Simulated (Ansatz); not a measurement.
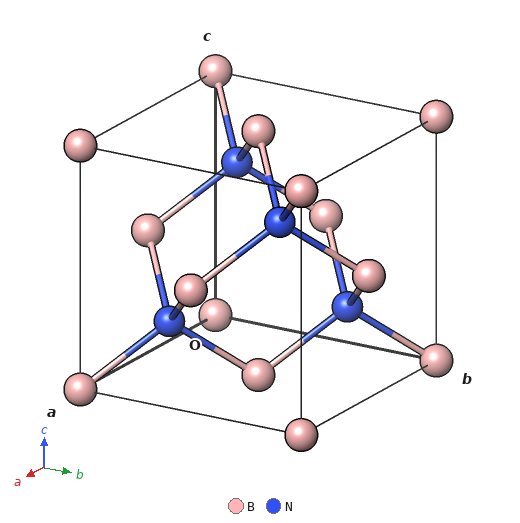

Crystal: BN, the geometry relaxed (final pressure about 120 GPa) with DFT LDA, scalar-relativistic, plane waves, PAW in Ansatz 0.2.0; the starting structure was generated, so it need not be a known form of this composition. One unit cell is drawn above. All values are computed from the atomic coordinates in the standard setting (tolerance 0.002 Å).

```xyz
8
Lattice="3.3474 0.0000 0.0000 0.0000 3.3474 0.0000 0.0000 0.0000 3.3474" Properties=species:S:1:pos:R:3 pbc="T T T"
B     0.0000    0.0000    0.0000
N     0.8368    0.8368    2.5105
B     0.0000    1.6737    1.6737
N     0.8368    2.5105    0.8368
B     1.6737    0.0000    1.6737
N     2.5105    0.8368    0.8368
B     1.6737    1.6737    0.0000
N     2.5105    2.5105    2.5105
```

**What is its point group?**

-43m (Td), order 24, cubic system: three −4 axes, four threefold axes, six mirror planes.

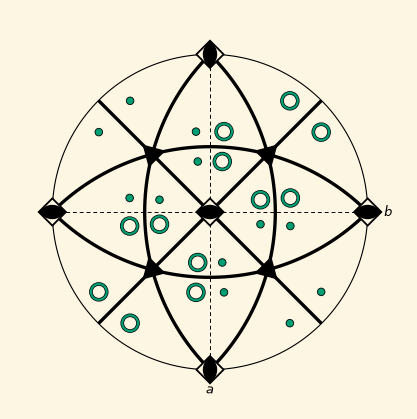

Stereographic projection: filled dots lie in the upper hemisphere, open rings in the lower; heavy lines are mirror planes (a heavy rim: a mirror in the plane of the page); lens, triangle, square and hexagon are 2-, 3-, 4- and 6-fold axes, a lens in an open square is −4, a triangle in an open hexagon −6; thin dashed diameters join the ends of axes that lie in the page; a small open circle marks inversion. The poles are one general form. The c axis points at the viewer.

**What does this class allow?**

Class -43m is not centrosymmetric; not polar, but piezoelectricity is allowed; it is not chiral. Its Laue class is m-3m.
